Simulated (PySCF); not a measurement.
```xyz
12

N    -3.3755    2.0758   -0.5482
C    -2.4773    1.3918   -0.3589
C    -1.3948    0.5284   -0.1221
N    -0.1116    0.8678   -0.2435
N     0.5748   -0.2014    0.0589
Ge    2.4262   -0.2395    0.0113
N    -0.1592   -1.2484    0.3779
C    -1.4040   -0.8287    0.2760
F    -2.4434   -1.5984    0.5203
H     2.7799   -1.1725   -1.0967
H     2.8321   -0.7611    1.3456
H     2.7541    1.1856   -0.2467
```

Geometry: GFN2-xTB.

Level of theory: PySCF, CAM-B3LYP/def2-SVPD, SCF density, gas phase.

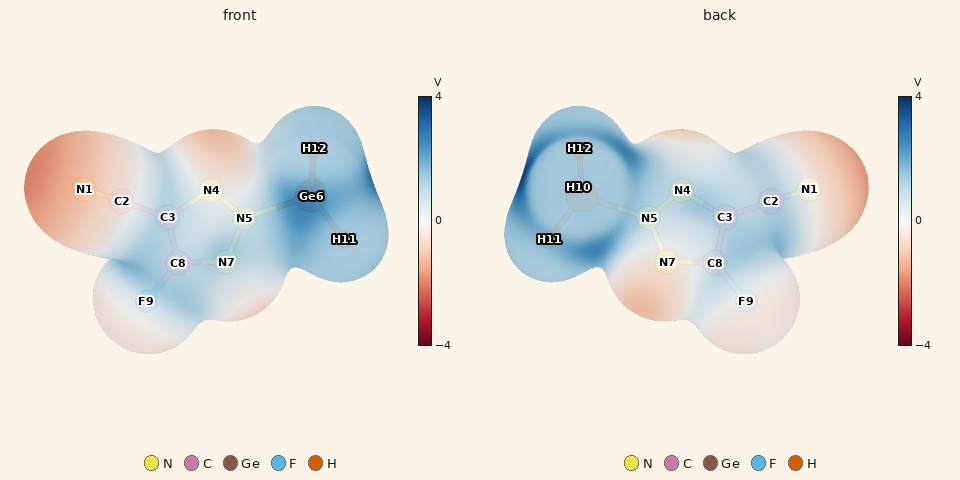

C3H3FGeN4 (SMILES N#Cc1n[n]([GeH3])nc1F). The electrostatic potential painted on the density surface at 0.004 e/bohr³, seen from the front and from behind; red is negative and blue positive.

Which sites attract a positive test charge, and which a negative one?

Answer. A positive charge is drawn to the negative regions and a negative charge to the positive ones. The most negative region (about −1.9 V) lies over N1, the most positive (about +3.5 V) over Ge6. N1 is the likeliest acceptor of a hydrogen bond.

What dipole moment does the calculation give?

Answer. Its dipole moment is 5.90 D.
